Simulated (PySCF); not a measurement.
System: C$_{7}$H$_{12}$P (charge +1).

```xyz
20

C     1.2342    2.7272    0.2735
C     0.9455    1.5604    0.3281
P     0.5717   -0.1397    0.3924
C     2.1013   -1.0725    0.4584
C     2.4311   -1.8355    1.4917
C    -0.4215   -0.6178   -1.0534
C    -1.6042    0.3233   -1.2989
C    -2.4796    0.4726   -0.0633
H     1.4751    3.7530    0.2326
H    -0.1022   -0.3629    1.5712
H     2.7434   -0.9608   -0.4077
H     1.7964   -1.9456    2.3574
H     3.3569   -2.3874    1.5069
H    -0.7658   -1.6430   -0.8775
H     0.2525   -0.6323   -1.9182
H    -1.2362    1.3036   -1.6084
H    -2.1934   -0.0849   -2.1213
H    -3.3674    1.0512   -0.3021
H    -2.8001   -0.4992    0.3075
H    -1.9431    1.0008    0.7281
```

Geometry: GFN2-xTB.

All numbers below come from PBE0/pcSseg-1, SCF density, gas phase, non-relativistic (PySCF).

Question: What will maps of the electron density and electron localisation function show?

Answer: C–C (1.20 Å): ρ at the midpoint is about 2.8 e/Å³; the ELF peaks at about 0.85 between the atoms; a short, multiple covalent bond.
C–P (1.74 Å): ρ at the midpoint is about 1.3 e/Å³; the ELF peaks at about 0.95 between the atoms (a covalent bond).
C–H (1.05 Å): ρ is about 2.2 e/Å³ halfway; the ELF climbs to about 1 towards the hydrogen, as it does in any bond to H (a covalent bond by its length).
C–P (1.82 Å): ρ at the midpoint is about 1.2 e/Å³; the ELF peaks at about 0.95 between the atoms, as expected for a shared electron pair.

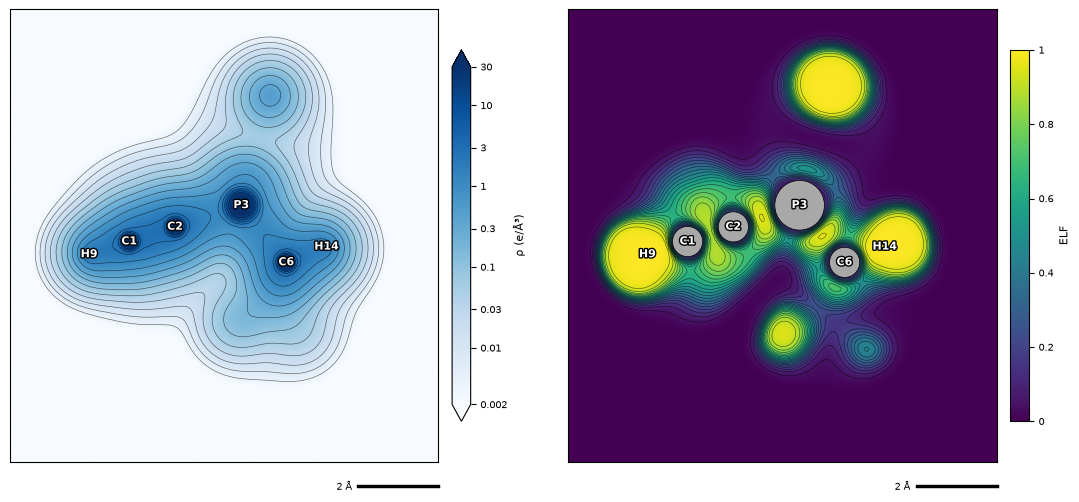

Computed electron density and electron localisation function on the plane of atoms C2, P3 and C6, in this order. Grey discs cover the atomic cores in the ELF map. 
